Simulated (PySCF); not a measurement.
**CH₅BS, SMILES `BSC`: what the electrons do**

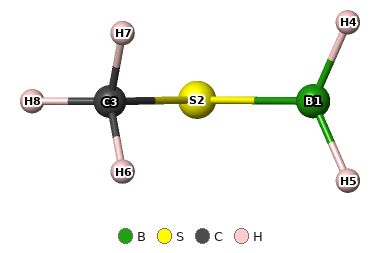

The molecule, with its atoms numbered as below. No frequency check shows the geometry to be a minimum.

Cartesian coordinates (Å):

```
B1      -1.3906    0.6251   -0.0004
S2      -0.1033   -0.6769    0.0001
C3       1.2604    0.5521    0.0004
H4      -1.7702    1.0434    1.0230
H5      -1.7713    1.0432   -1.0213
H6       1.2037    1.1669   -0.8944
H7       1.2047    1.1670    0.8930
H8       2.1761   -0.0286   -0.0016
```

Part 1: Bonding charge

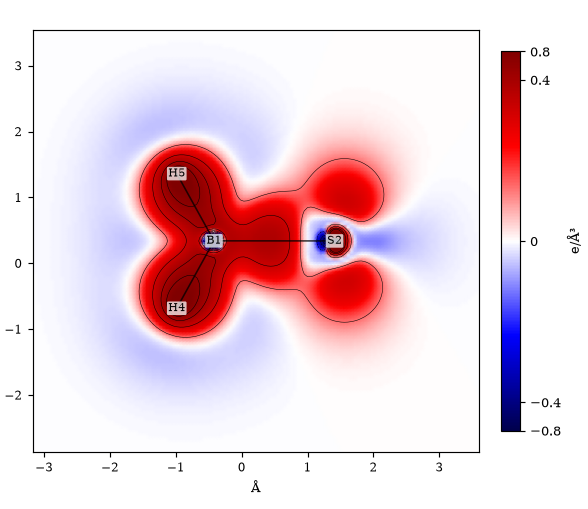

Deformation density (molecule less spherical, spin-averaged free atoms) in the plane of B1, S2, H4 and H5; colour scale in e/Å³, logarithmic beyond ±0.1; red: gain, blue: loss.

PySCF calculation, PBE0/cc-pVTZ, gas phase; geometry: GFN2-xTB.

How much density has each bond in this plane gained at its critical point, relative to the free atoms?

Answer. B1–H5 and B1–H4: +0.55 e/Å³ at the bond critical point (bond length 1.17 Å, Mayer order 1.0). B1–S2: +0.30 e/Å³ at the bond critical point (bond length 1.83 Å, Mayer order 1.2). In all, 1.9 electrons gather in the regions of gain relative to the promolecule.

Part 2: Bond critical points

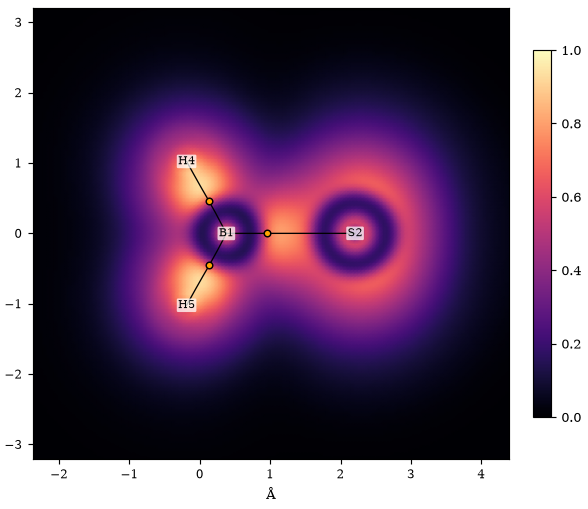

Localised orbital locator (LOL) in the plane of B1, S2, H4 and H5, with bond paths and bond critical points (dots).

What values does LOL take at the bond critical points in this plane?

Answer. B1–S2: about 0.63; B1–H5 and B1–H4: about 0.60. Values above 0.5 mark slow, localised electrons, as in shared pairs; low values at a critical point mark a polar or closed-shell contact whose critical point lies between the shells.

Where along B1–S2 does the critical point lie?

Answer. 0.57 Å from B1 and 1.26 Å from S2.

Part 3: Local ionisation energy

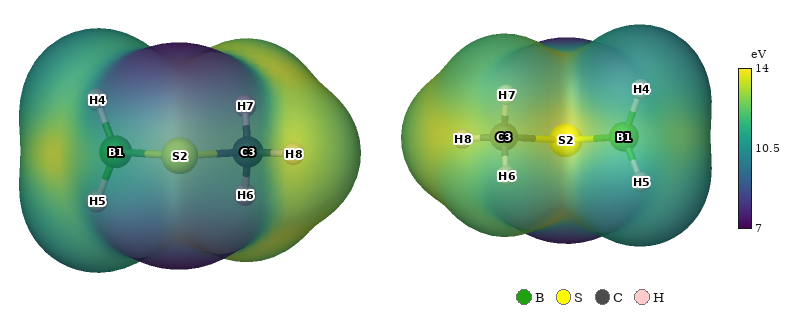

Average local ionisation energy on the surface of electron density 0.001 a.u. (back view left, front view right).

Locate the minima of the map.

Answer. The lowest value is 7.4 eV, 2.3 Å from S2, and at like points elsewhere. Further minima include 10.3 eV, 1.4 Å from H4, and at like points elsewhere; 11.7 eV, 1.4 Å from H6, and at like points elsewhere. For comparison, the highest occupied orbital lies at −6.4 eV.

What volume does the surface enclose, and what is the dipole moment?

Answer. About 93 Å³; the dipole moment is 1.6 D.

Part 4: Excited states

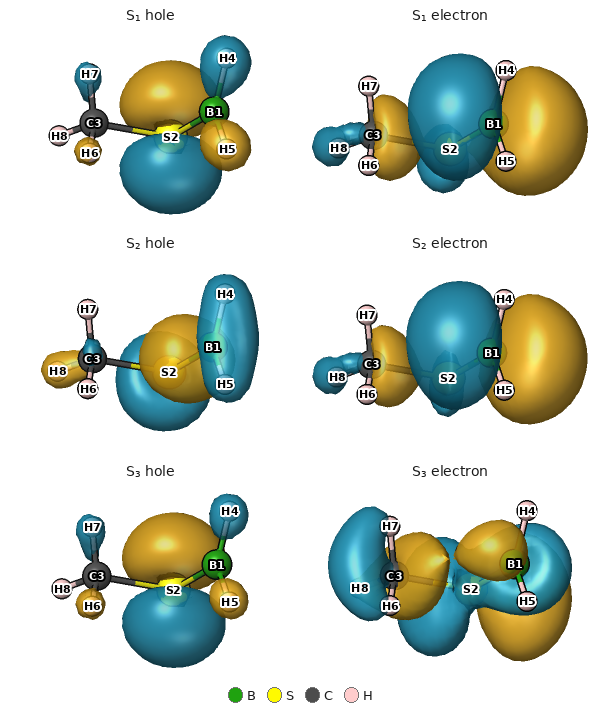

Leading natural transition orbitals (TDA singlet states).

Method: ωB97X/def2-TZVP; geometry: GFN2-xTB; program: PySCF. Without diffuse functions Rydberg states are missing, so the states' numbers hold for this basis only.

Give the energy and character of each state.

Answer. By state:
- S₁: 3.00 eV (413 nm), f = 0.000 (very weak), n → σ*; the leading pair carries 100 %; hole on S2 (73 %) and B1 (8 %), electron on B1 (55 %), S2 (17 %) and C3 (9 %); their centroids lie 1.1 Å apart.
- S₂: 5.44 eV (228 nm), f = 0.004, σ or n → σ*; the leading pair carries 99 %; hole on S2 (56 %), B1 (24 %) and H4 and H5 (6 % each), electron on B1 (58 %), S2 (14 %) and C3 (8 %); their centroids lie 1.0 Å apart.
- S₃: 6.08 eV (204 nm), f = 0.000 (very weak), n → σ*; the leading pair carries 93 %; hole on S2 (73 %), B1 (9 %) and C3 (5 %), electron on S2 (52 %), B1 (17 %) and C3 (17 %); their centroids lie 0.2 Å apart.

Part 5: Localised orbitals

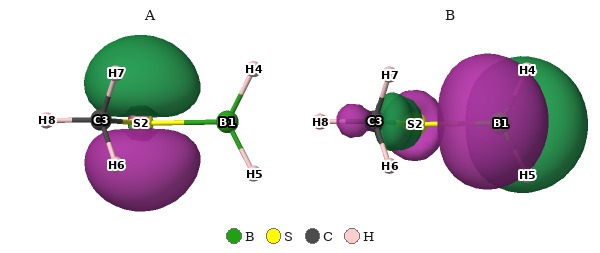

Intrinsic bond orbitals (IBO), occupied and valence-virtual; each surface holds about 80 % of the orbital's density. Energies are diagonal elements of the Fock matrix.

Computed with PySCF, PBE/def2-SVPD, geometry: GFN2-xTB. This is a single-reference result, which may miss multireference character in this system.

Identify each orbital.

Answer. By panel:
- A: lone pair on S2 (p-type) (S2 96 %; −5.7 eV)
- B: empty orbital on B1 (B1 94 %, S2 3 %; −2.7 eV)

How do all the valence pairs divide up?

Answer. 9 pairs: 7 σ bonds and 2 lone pairs.
